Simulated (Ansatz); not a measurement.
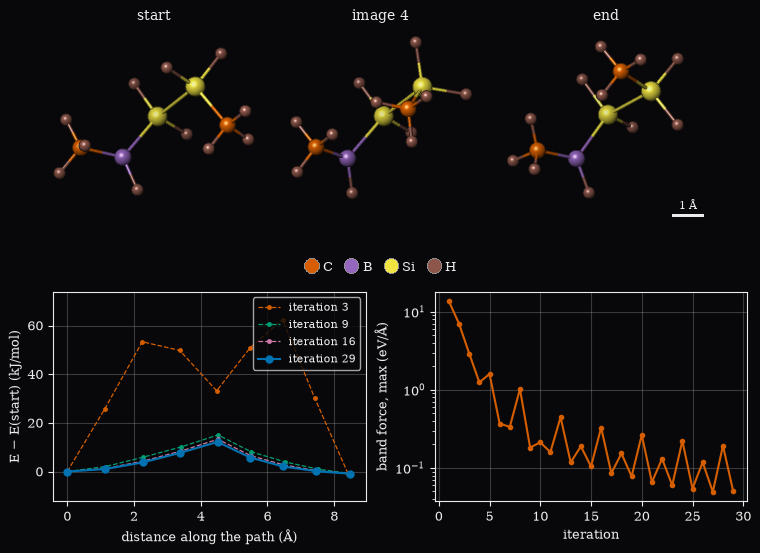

A search for the minimum-energy path of C₂H₁₁BSi₂ by the nudged elastic band. Images are numbered from 0 (start) to 8 (end). The plot follows the band through its iterations. A ball-and-stick model, seen from a free direction.

Method: RKS PBE0-D4/def2-SVP (Ansatz 0.2.0). Run with 7 movable images; climbing image; force threshold 0.03 eV/Å; iteration limit 29; optimiser L-BFGS; starting path through a guess of the saddle point.

**How did the profile develop, and is the result final?**

The result isn't final. The band hadn't converged when the run stopped after 29 iterations. The largest component of the band force went from 14 to 0.051 eV/Å. The barrier read from it is provisional, though the highest image hardly moved in the last two iterations. The first iteration put the highest image at 368.4 kJ/mol. The highest point, image 4, lies 12.2 kJ/mol above the start and 13.1 kJ/mol above the end; the end is at −0.9 kJ/mol relative to the start.

The run took 13 min on 2 threads of Arm Neoverse V2, on a shared host, peak memory 0.33 GiB.
